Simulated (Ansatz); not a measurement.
**Si (diamond structure), cut as [111] wire, round, centred on atom, 1.02 nm across, core Si to 0.8 of the radius, shell Ge, F-ended**

These are PBE (plane waves to 420 eV, PAW; Ansatz, a first-principles code) values and carry that method's errors.

k-points: Γ-centred 1×1×3 mesh; occupations: Fermi-Dirac, 0.020 eV; spin polarisation not allowed. No spin-orbit coupling.

 The relaxation kept the symmetry of its start, so a lower minimum of less symmetry isn't excluded.

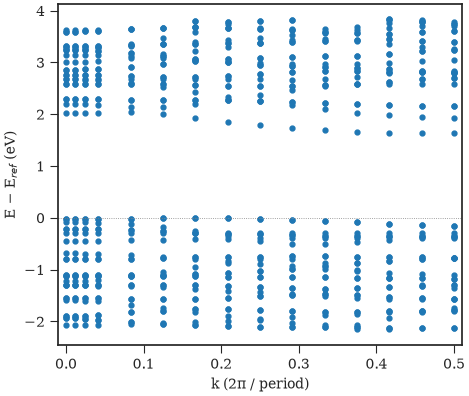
Fig. 1. Levels along the axis at 15 k-points, drawn as points, zero at the top of the valence band

Electronic character: not metallic; Kohn-Sham band gap: 1.63 eV. Only levels within the plotted window are shown.
